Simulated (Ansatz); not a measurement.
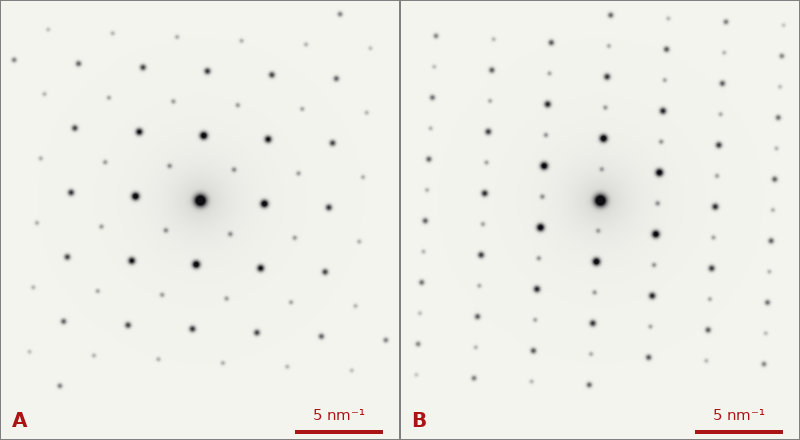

Kinematic electron diffraction patterns (200 kV, B = 0.5 Å², same scale, each along a low-index zone) of two structures of composition SrTa, each relaxed at zero pressure with Ansatz, DFT PBE, scalar-relativistic, plane waves, PAW.

The structures (standard cells):
1. Pm-3m (No. 221), a = 3.810 Å, 2 atoms; generated start, possibly hypothetical
2. P4/mmm (No. 123), a = 3.012 Å, c = 5.635 Å, 2 atoms; generated start, possibly hypothetical

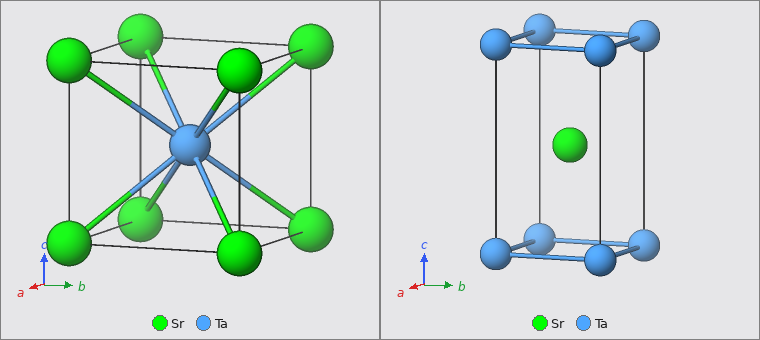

Drawings of the structures 1 to 2, from left to right (each may span several cells).

Which pattern belongs to which structure, and along which zone?

A is structure 1 along [001] or an equivalent direction: square net of 1 0 0 at d = 3.81 Å and 0 1 0 at d = 3.81 Å, 90.0° apart. B is structure 2 along [100] or an equivalent direction: rectangular net of 0 0 1 (weak) at d = 5.64 Å and 0 1 0 at d = 3.01 Å, 90.0° apart.

Rank the structures by their computed energy.

Structure 2 (P4/mmm, 25.56 Å³ an atom) is the lowest of these; structure 1 (Pm-3m, 27.66 Å³ an atom) lies about 530 meV an atom higher. These are static energies at 0 K; other structures, not shown, may lie lower still.
